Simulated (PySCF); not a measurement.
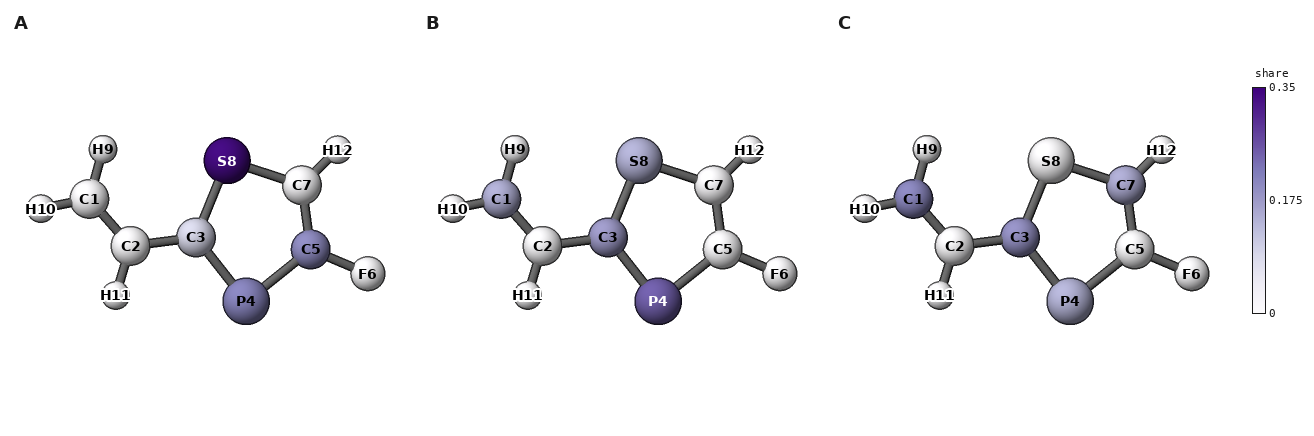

Each panel colours the atoms by their Löwdin share in one orbital (up to four of the largest shares; other atoms are shown as zero). The computed structure is the end point of a GFN2-xTB optimisation. No frequency run is at hand to confirm it as a minimum. Method: B3LYP/def2-SVPD (PySCF 2.14.0).

The panels show the HOMO−1, HOMO, LUMO, in some order. Which is which?

Answer. A: HOMO−1, −7.12 eV; S8 0.34, P4 0.21, C5 0.20, C3 0.09
B: LUMO, −2.39 eV; P4 0.25, C3 0.17, C1 0.15, S8 0.14
C: HOMO, −6.49 eV; C1 0.20, C3 0.19, C7 0.15, P4 0.14

The geometry is semi-empirical. Around P such bond lengths and angles can be off by a tenth of an ångström or more and by several degrees, and values that hang on the shape move with them.
